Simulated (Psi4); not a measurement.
**BLYP/def2-TZVPP run of GeHF (SMILES [F][GeH])**

Aim: the vertical singlet–triplet gap of GeHF at BLYP/def2-TZVPP, from 2 runs. 

The calculation is run with Psi4 1.11.

8 further runs of the same task are left out: 6 that didn't finish, 2 set aside as unsound or not needed.

## Step 1: The system as given

GeHF: 3 atoms, total charge 0, spin state singlet. As SMILES, `[F][GeH]`. The shape is that of a PBE0-D4/def2-TZVP optimisation.

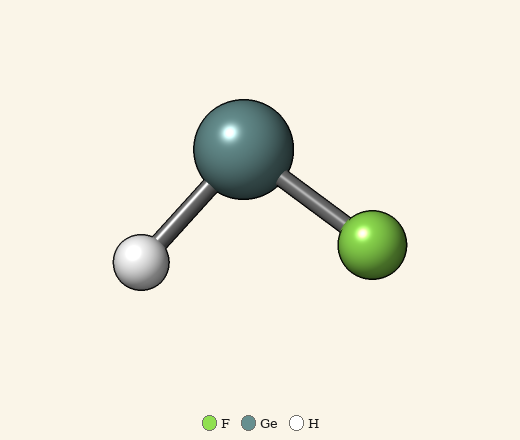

Viewed from a chosen angle; fluorine green, germanium teal, hydrogen white.

## Step 2: A single-point energy at BLYP/def2-TZVPP

Contents of fgeh.xyz:

```xyz
3
FGeH
F      0.672100     1.012600     0.469700
Ge    -0.657900     0.195200    -0.335600
H     -0.025200    -1.272700    -0.147400
```

Contents of fgeh.py:

```python
import psi4

psi4.set_memory('1600 MB')
psi4.set_num_threads(1)
psi4.core.set_output_file('fgeh.out', False)

with open('fgeh.xyz') as f:
    atoms = ''.join(f.readlines()[2:])
geom = psi4.geometry('0 1\n' + atoms + 'symmetry c1')

psi4.set_options({
    'puream': True,
    'e_convergence': 1e-09,
    'd_convergence': 1e-08,
    'scf_type': 'pk',
    'dft_radial_points': 99,
    'dft_spherical_points': 590,
})

E, wfn = psi4.energy("blyp/def2-TZVPP", molecule=geom, return_wfn=True)
psi4.oeprop(wfn, "MAYER_INDICES", "LOWDIN_CHARGES", "WIBERG_LOWDIN_INDICES")
print(f'blyp/def2-TZVPP energy: {E:.10f} Eh')
```

Launch:

```bash
$ python fgeh.py
```

fgeh.out:

```text
[...]
  Running in c1 symmetry.
[...]
  Nuclear repulsion =   99.212640357430828
[...]
  Multiplicity = 1
[...]
  Nalpha       = 21
  Nbeta        = 21
[...]
    Number of basis functions: 93
[...]
   @RKS iter   1: -2176.04515316061770   -1.81283e+00   3.33805e-02 DIIS/ADIIS
[...]
   @RKS iter  12: -2177.55499153708524   -3.63798e-12   2.94836e-09 DIIS
[...]
    Orbital Energies [Eh]
    ---------------------
    Doubly Occupied:
       1A   -397.212628     2A    -49.213327     3A    -43.839960
       4A    -43.837066     5A    -43.835374     6A    -24.255618
       7A     -5.988645     8A     -4.214828     9A     -4.207230
      10A     -4.200894    11A     -1.132492    12A     -1.121365
      13A     -1.116347    14A     -1.116325    15A     -1.110374
      16A     -1.026116    17A     -0.479120    18A     -0.357838
      19A     -0.350543    20A     -0.335382    21A     -0.220010
[...]
  @RKS Final Energy: -2177.55499153708524
   => Energetics <=
    Nuclear Repulsion Energy =             99.2126403574308284
    One-Electron Energy =               -3231.8168532406662052
    Two-Electron Energy =                1044.9433836656269250
    DFT Exchange-Correlation Energy =     -89.8941623194763650
    Empirical Dispersion Energy =           0.0000000000000000
    VV10 Nonlocal Energy =                  0.0000000000000000
    Total Energy =                      -2177.5549915370852432
[...]
 Multipole Moments:
 ------------------------------------------------------------------------------------
     Multipole            Electronic (a.u.)      Nuclear  (a.u.)        Total (a.u.)
 ------------------------------------------------------------------------------------
 L = 1.  Multiply by 2.5417464519 to convert [e a0] to [Debye]
 Dipole X            :         -2.8140249            2.1520645           -0.6619604
 Dipole Y            :          0.5041616           -0.7472827           -0.2431211
 Dipole Z            :          0.0000000           -0.0000000            0.0000000
 Magnitude           :                                                    0.7051946
[...]
```

On the terminal:

```text
blyp/def2-TZVPP energy: -2177.5549915371 Eh
```

Wall time 7.5 s (1 thread of Intel Xeon Platinum 8375C at 2.90GHz (Ice Lake), shared host); peak memory 0.76 GiB.

## Step 3: The triplet: energy and gradient at UBLYP/def2-TZVPP

Contents of input.in:

```
memory 1600 mb

molecule mol {
  0 3
  F      0.672100     1.012600     0.469700
  Ge    -0.657900     0.195200    -0.335600
  H     -0.025200    -1.272700    -0.147400
  symmetry c1
}

set {
  basis                def2-TZVPP
  reference            uks
  puream               true
  e_convergence        1e-09
  d_convergence        1e-08
  scf_type             pk
  dft_radial_points    99
  dft_spherical_points 590
  maxiter              200
}

energy_value, wavefunction = gradient("blyp", return_wfn=True)
oeprop(wavefunction, "DIPOLE", "QUADRUPOLE", "MAYER_INDICES", title="BLYP")
```

Launch:

```bash
$ psi4 -n 1 input.in input.out
```

input.out, shortened:

```text
[...]
  Running in c1 symmetry.
[...]
  Nuclear repulsion =   99.212640357430828
[...]
  Multiplicity = 3
[...]
  Nalpha       = 22
  Nbeta        = 20
[...]
    Number of basis functions: 93
[...]
   @UKS iter   1: -2175.85225352996804   -1.61993e+00   3.39842e-02 DIIS/ADIIS
[...]
   @UKS iter  14: -2177.47629805933411   -5.45697e-12   7.69254e-09 DIIS
[...]
   @S^2 Observed:                2.003072370E+00
[...]
  @UKS Final Energy: -2177.47629805933411
   => Energetics <=
    Nuclear Repulsion Energy =             99.2126403574308284
    One-Electron Energy =               -3231.5588602350294423
    Two-Electron Energy =                1044.7407764752128969
    DFT Exchange-Correlation Energy =     -89.8708546569481257
    Empirical Dispersion Energy =           0.0000000000000000
    VV10 Nonlocal Energy =                  0.0000000000000000
    Total Energy =                      -2177.4762980593341126
[...]
  -Total Gradient:
     Atom            X                  Y                   Z
    ------   -----------------  -----------------  -----------------
       1       -0.012724132066    -0.015881161896    -0.000000000000
       2        0.004711416108     0.012153483487    -0.000000000000
       3        0.008009902725     0.003723598469     0.000000000000
[...]
 Multipole Moments:
 ------------------------------------------------------------------------------------
     Multipole            Electronic (a.u.)      Nuclear  (a.u.)        Total (a.u.)
 ------------------------------------------------------------------------------------
 L = 1.  Multiply by 2.5417464519 to convert [e a0] to [Debye]
 Dipole X            :         -2.7764125            2.1520645           -0.6243480
 Dipole Y            :          0.3832554           -0.7472827           -0.3640273
 Dipole Z            :          0.0000000           -0.0000000            0.0000000
 Magnitude           :                                                    0.7227214
 L = 2.  Multiply by 1.3450342976 to convert [e a0^2] to [Debye ang]
 Quadrupole XX       :        -78.7304634           60.9316121          -17.7988514
 Quadrupole XY       :        -31.2935555           30.1796061           -1.1139495
[...]
```

Run time: 18 s. Hardware: 1 thread of Intel Xeon Platinum 8375C at 2.90GHz (Ice Lake), shared host; peak memory 0.75 GiB.

## Step 4: Outcome

Level: BLYP/def2-TZVPP.

| quantity | value |
| --- | --- |
| singlet: total energy | -2177.55499 Eh |
| singlet: dipole moment | 1.79 D |
| singlet: HOMO energy | -5.99 eV |
| singlet: LUMO energy | -3.59 eV |
| singlet: HOMO–LUMO gap | 2.40 eV |
| triplet: total energy | -2177.47630 Eh |
| triplet: dipole moment | 1.84 D |
| triplet: HOMO energy (highest over α and β) | -3.97 eV |
| triplet: ⟨S²⟩ | 2.003 |
| triplet: largest force on an atom | 1.046 eV/Å |
| vertical energy of the triplet above the singlet | 2.141 eV |

**Reading.** At this shape the triplet lies 2.14 eV (49 kcal/mol) above the singlet.
